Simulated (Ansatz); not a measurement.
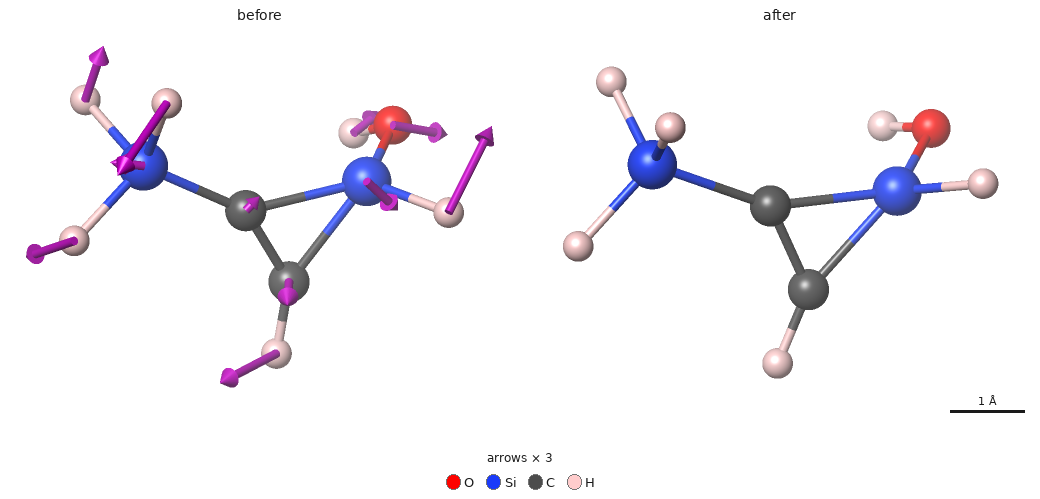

The structure of C$_{2}$H$_{6}$OSi$_{2}$ (coarse preliminary run) before (left) and after (right) a relaxation, at one scale. The purple arrows give the displacements, magnified 3 times.

A ball-and-stick model, seen at a tilt.

The start comes from a force field.

The calculation used RKS PBE-D4/def2-SVP in Ansatz. Settings: force threshold 0.03 eV/Å; at most 200 steps.

Question: Describe what moved and what it gained.

Answer: The atom that moves furthest after the best rigid fit is an H atom (0.49 Å). By element the largest moves are H 0.49 Å, O 0.34 Å, Si 0.27 Å, C 0.22 Å. Near-neighbour distances that change, for instance: C–Si 1.670 → 1.868 Å, O–Si 1.579 → 1.676 Å, C–Si 1.745 → 1.839 Å, C–H 1.040 → 1.105 Å. Bond angles that change, for instance: O–Si–C 110.3° → 125.6°, O–Si–H 118.3° → 104.1°, C–Si–H 110.3° → 124.4°. Groups turn about C–Si by about 25°. The energy falls by 137.2 kJ/mol in 11 accepted moves (12 points after the start). The largest force component goes from 5.2 to 0.0075 eV/Å. The line search rejected the trial step at point 5 of the run. The forces were under the threshold at step 7, but the run went on from there. Cost: 16 s on 4 threads of Arm Neoverse V1 (shared host).
